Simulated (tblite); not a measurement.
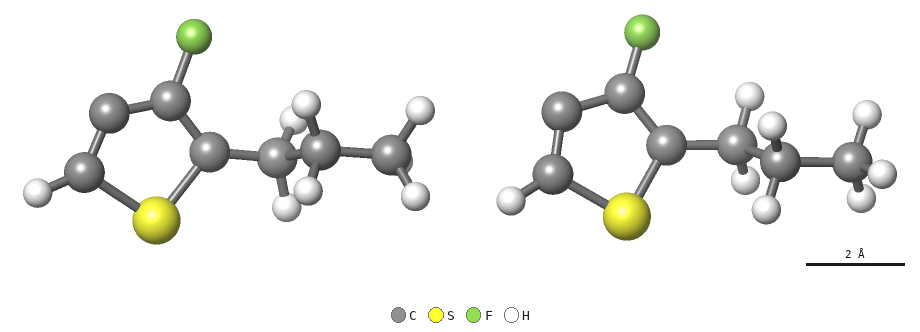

Two geometries of C7H8FS (multiplicity 2), drawn at one scale. One is the start of a relaxation, the other its converged end. The picture is a ball-and-stick view, seen face on.

All numbers below come from GFN2-xTB geometry optimisation, gas phase in tblite 0.8.0. 

Which of the two is the end point?

The right one is the relaxed one. The largest move after the best rigid fit is that of an H atom, 0.82 Å. By element the largest moves are H 0.82 Å, F 0.53 Å, S 0.37 Å, C 0.31 Å. Among the contacts that change: C–S 1.852 → 1.762 Å, C–C 1.333 → 1.403 Å, C–F 1.404 → 1.340 Å, C–S 1.793 → 1.740 Å. Bond angles that change, for instance: S–C–C 99.3° → 109.0°, S–C–C 102.0° → 110.3°, C–C–H 116.1° → 108.6°. Groups turn about C–C by about 60°, C–C by about 35°. Over 155 geometry steps the energy falls by 0.872 eV. The run took 1.2 s on 1 thread of Arm Neoverse V1, with other jobs on the host.
